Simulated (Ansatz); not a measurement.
Ge₂H₆O (SMILES [GeH3][O][GeH3])

```yaml
atoms:
  - { symbol: Ge, position_ang: [-0.7049, 1.0736, -0.9275] }
  - { symbol: O, position_ang: [0.7338, 0.2115, -0.3516] }
  - { symbol: Ge, position_ang: [0.8081, -1.0588, 0.8834] }
  - { symbol: H, position_ang: [-1.6976, 0.0596, -1.5293] }
  - { symbol: H, position_ang: [-0.2016, 2.0577, -1.9901] }
  - { symbol: H, position_ang: [-1.3608, 1.8136, 0.2547] }
  - { symbol: H, position_ang: [2.2868, -1.4504, 0.9880] }
  - { symbol: H, position_ang: [-0.0568, -2.2536, 0.4358] }
  - { symbol: H, position_ang: [0.2813, -0.4998, 2.2196] }
```

Geometry: PBE0-D4/def2-TZVP.

Level of theory: Ansatz, isolated molecule in a Gaussian basis; Kohn-Sham density functional theory, functional B2PLYP.

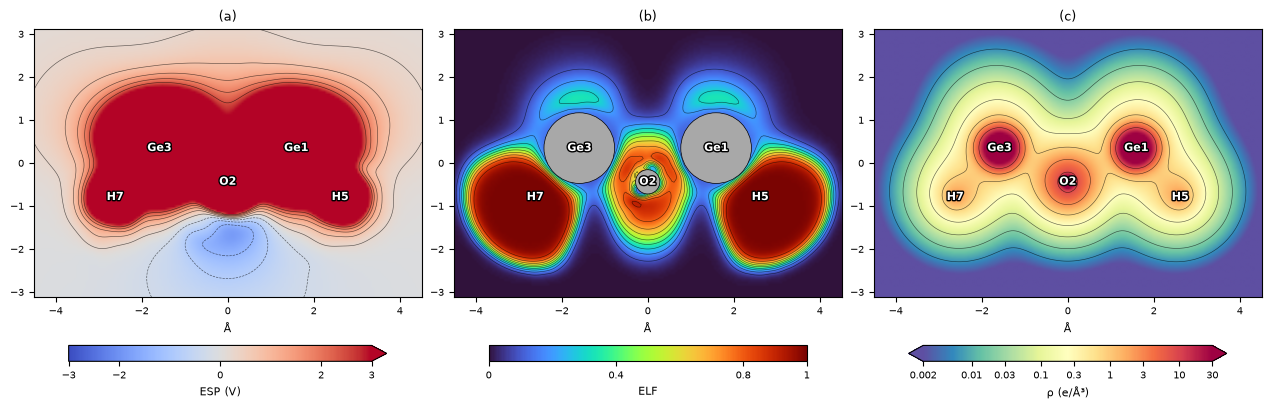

Figure 1. (a) electrostatic potential; (b) ELF; (c) electron density on the plane of atoms Ge1, O2 and Ge3. Grey discs cover the atomic cores in the ELF map.

**Read the bonding off the picture.**

The plane passes through Ge, O and H nuclei. Ge–O (1.77 Å): the density is about 0.99 e/Å³ at the midpoint; the ELF peaks at about 0.85 in the valence shell of O, 0.6 Å from its nucleus, and is about 0.35 at the midpoint. Ge–H (1.53 Å): ρ at the midpoint is about 1.1 e/Å³; the ELF climbs to about 1 towards the hydrogen. The ELF also peaks beside O2, away from the bonds: lone-pair regions. Outside the dense part of the molecule the potential is most negative (−1.8 V) near O2.

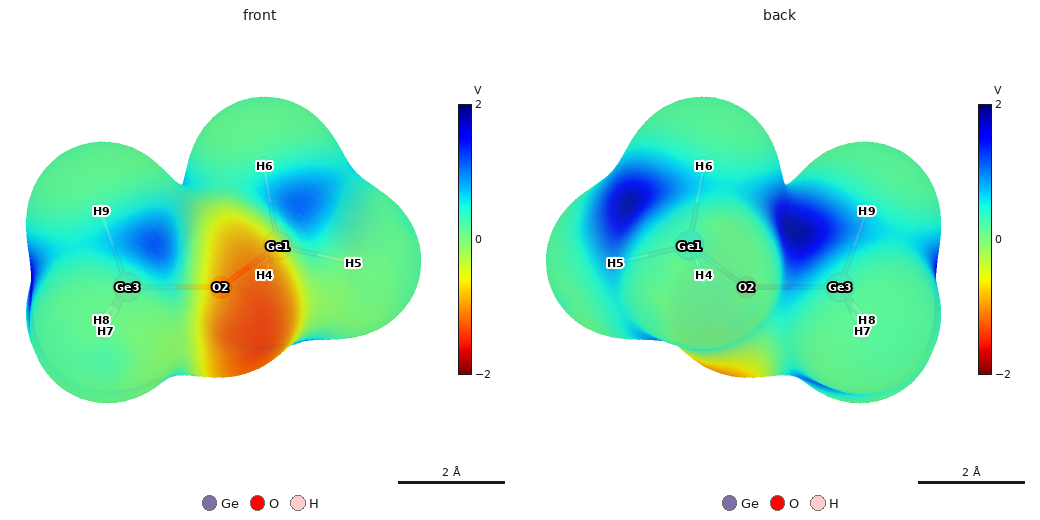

Figure 2. The electrostatic potential painted on the density surface at 0.002 e/bohr³, seen from the front and from behind; the colour scale runs from red (negative) to blue (positive).

**Which sites attract a positive test charge, and which a negative one?**

A positive charge is drawn to the negative regions and a negative charge to the positive ones. The most negative region (about −1.4 V) lies over O2, the most positive (about +1.8 V) over Ge1 and Ge3. O2 is the likeliest acceptor of a hydrogen bond.

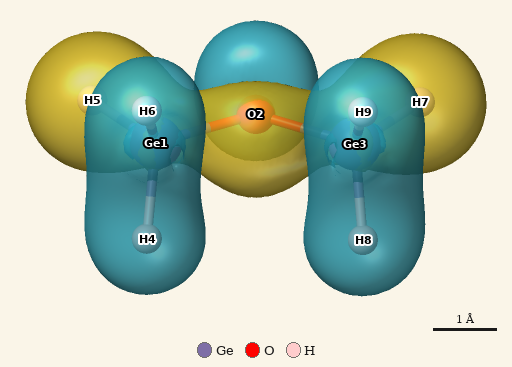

Figure 3. The HOMO−1 at ±0.06 Å⁻³ᐟ² (yellow and cyan are the two phases), seen at an oblique angle.

**Where does this orbital lie, and at what energy?**

It lies mainly on O2 (about 40 %), Ge1 (about 15 %), Ge3 (about 15 %), H5 (about 10 %) and H7 (about 10 %). Its energy is −9.93 eV.
